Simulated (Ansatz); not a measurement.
```
CELL_PARAMETERS angstrom
4.31457 0.00000 0.00000
0.00000 4.31457 0.00000
0.00000 0.00000 12.19343
ATOMIC_POSITIONS crystal
Ga 0.50000 0.00000 0.62927
Ga 0.00000 0.50000 0.88740
Ga 0.50000 0.00000 0.11260
Ga 0.00000 0.50000 0.37073
Sb 0.00000 0.00000 0.75819
Sb 0.00000 0.00000 0.24181
Sb 0.50000 0.50000 0.50000
As 0.50000 0.50000 0.00000
```

Space group P-4m2; a structure generated by program, which may or may not match a known phase.

All numbers below come from DFT PBE, scalar-relativistic, plane waves, PAW (Ansatz 0.2.0).

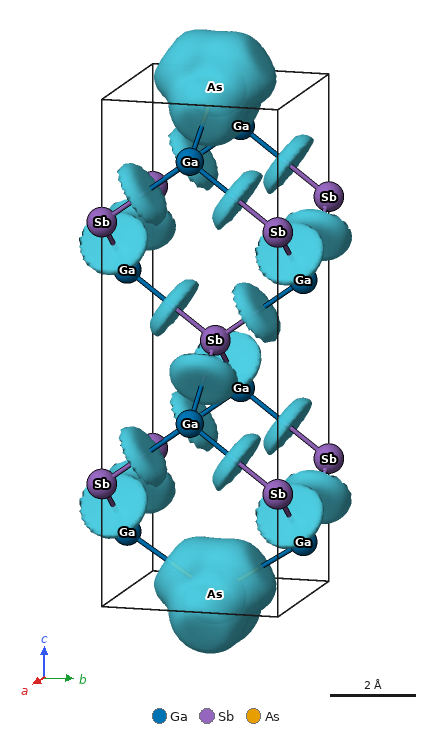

Ga$_{4}$Sb$_{3}$As. Isosurface of the ELF at 0.6 (cyan), seen slightly off an axis. Only the valence region is drawn (cores and ρ < 0.01 e/Å³ removed). Sticks mark near contacts.

In a PAW calculation such maps are meaningful between the atoms, not at the nuclei.

**Identify the bonds, lone pairs and shells in this picture.**

The ELF exceeds this value in twelve regions between bonded Ga–Sb atoms and one region on As in which the atom's valence shell and bonds are merged, counted in one cell of 8 atoms. Regions shared between cells count once. Profiles from the grid: Ga–As (2.56 Å): the ELF peaks at about 0.80 between the atoms. Ga–Sb (2.67 Å): the ELF peaks at about 0.70 between the atoms.
